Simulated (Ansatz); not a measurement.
# Nudged elastic band, with input and output: AlSi₃₆H₁₇Cl₃ (part 4 of 4)

The same run, continued: AlSi₃₆H₁₇Cl₃ (slab, 57 atoms in the cell); DFT PBE, scalar-relativistic, plane waves, PAW, PAW set soft_1, spin-polarised (Ansatz 0.2.0); cutoff 420 eV, 1×1×1 k-mesh, Gaussian smearing of 0.02 eV, collinear spins. One setting was made poor on purpose. The input holds or restrains some coordinates. It belongs to a series of runs on one base structure; here: band between the two ends.

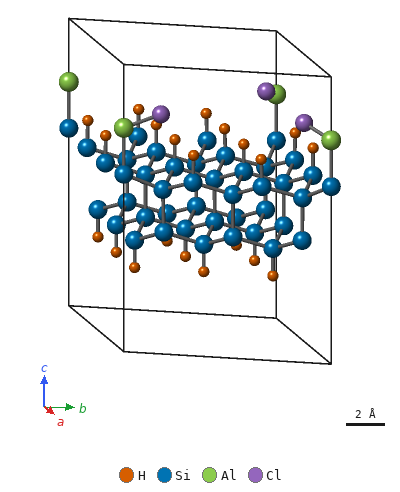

Fig. 1: The input geometry (ball-and-stick view of the cell of the calculation, with the vacuum cut short, seen slightly off an axis). An atom can appear more than once, as a periodic image.

### Notes

Warnings of the run: spin is on but no starting moments are given. A deliberately poor setting: loose force. The k-point mesh is coarse for a cell of this size, so the results may not be converged. The order of the saddle point was not checked.
